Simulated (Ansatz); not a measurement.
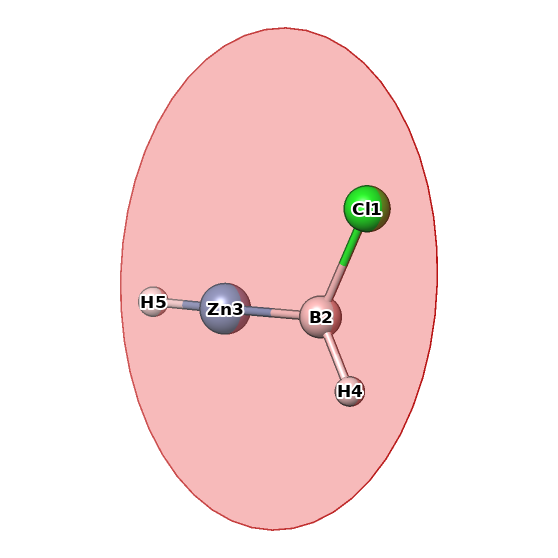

A disc through the centre of mass is drawn in. Atoms fade into the background with distance from the viewer. The geometry was computed by an optimisation with PBE-D4/def2-SVP. No frequency run is at hand to confirm it as a minimum.

**Is the plane of the disc a mirror plane of the structure?**

Yes. The reflection leaves Cl1, B2, Zn3, H4, H5 in place. The point group is Cs.
